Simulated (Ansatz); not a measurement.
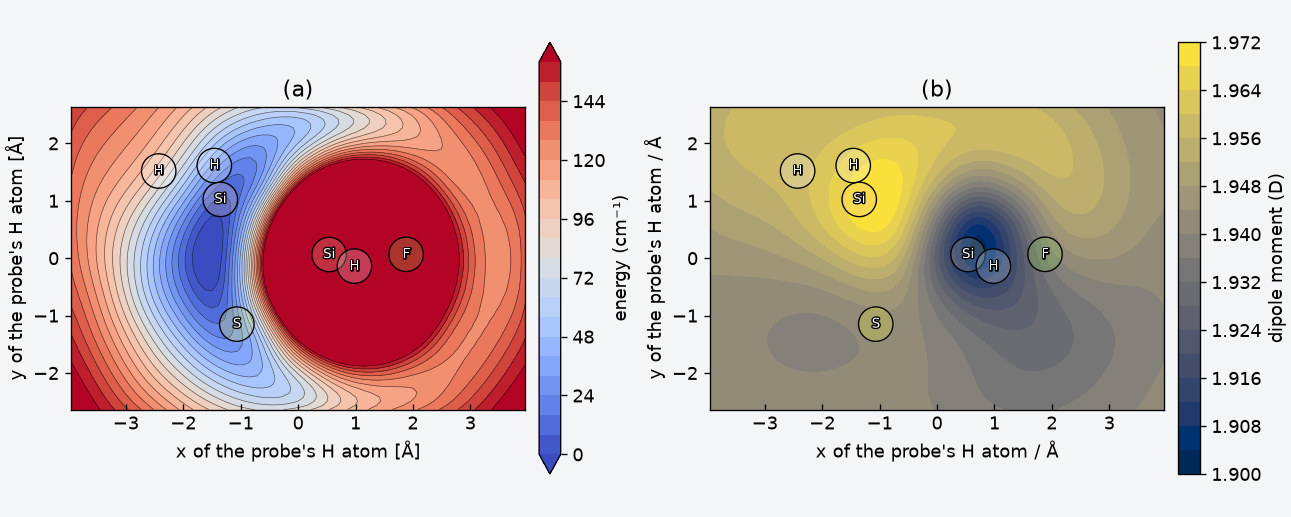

FH₃SSi₂ (SMILES F[SiH]1[SiH2]S1) with the probe H. 
- The probe is moved over a plane parallel to the molecule's main plane, 3.68 Å above it.
- The first coordinate is: x of the probe's H atom; the second: y of the probe's H atom.
- Nothing is relaxed (molecule and probe rigid).
- The scan uses a 13 × 9 grid.
- All energies are given in cm⁻¹ relative to the lowest grid point.
- The calculation used UKS PBE0-D4/def2-SVP (Ansatz).

Panel (a) is the energy and panel (b) the computed dipole moment on the same grid.

Drawn: filled contours, labelled circles for the molecule's atoms, projected on the plane, one colour for all values above the top of the scale. Between grid points the surface is interpolated.

Q: How does the dipole moment vary over the map, and what is it at the lowest grid point?

A: Leaving out the highest fifth of the energies, it runs from 1.93 D at x of the probe's H atom = 1.98 Å, y of the probe's H atom = −1.98 Å [nearest 1 H at 2.69 Å] to 1.97 D at x of the probe's H atom = −1.32 Å, y of the probe's H atom = 1.32 Å [nearest 2 H at 3.17 Å]. At the lowest grid point, x of the probe's H atom = −1.32 Å, y of the probe's H atom = 0.66 Å [nearest 1 H at 2.97 Å], it is 1.97 D.

```
y of the probe's H atom ↓, x of the probe's H atom →  −3.96  −3.30  −2.64  −1.98  −1.32  −0.66  0.00  0.66  1.32  1.98  2.64  3.30  3.96
                                                2.64   1.95   1.96   1.96   1.96   1.96   1.96  1.96  1.96  1.96  1.95  1.95  1.95  1.94
                                                1.98   1.95   1.96   1.96   1.96   1.96   1.97  1.96  1.96  1.96  1.96  1.95  1.95  1.94
                                                1.32   1.95   1.96   1.96   1.96   1.97   1.97  1.95  1.94  1.95  1.95  1.95  1.95  1.94
                                                0.66   1.95   1.95   1.95   1.96   1.97   1.96  1.93  1.91  1.92  1.95  1.95  1.95  1.94
                                                0.00   1.95   1.95   1.95   1.95   1.96   1.95  1.93  1.90  1.92  1.94  1.94  1.94  1.94
                                               −0.66   1.94   1.94   1.94   1.94   1.95   1.95  1.93  1.92  1.92  1.93  1.94  1.94  1.94
                                               −1.32   1.94   1.94   1.94   1.94   1.94   1.94  1.94  1.93  1.93  1.93  1.93  1.94  1.94
                                               −1.98   1.94   1.94   1.94   1.94   1.94   1.94  1.94  1.94  1.93  1.93  1.93  1.94  1.94
                                               −2.64   1.94   1.94   1.94   1.94   1.94   1.94  1.94  1.94  1.94  1.94  1.94  1.94  1.94
```
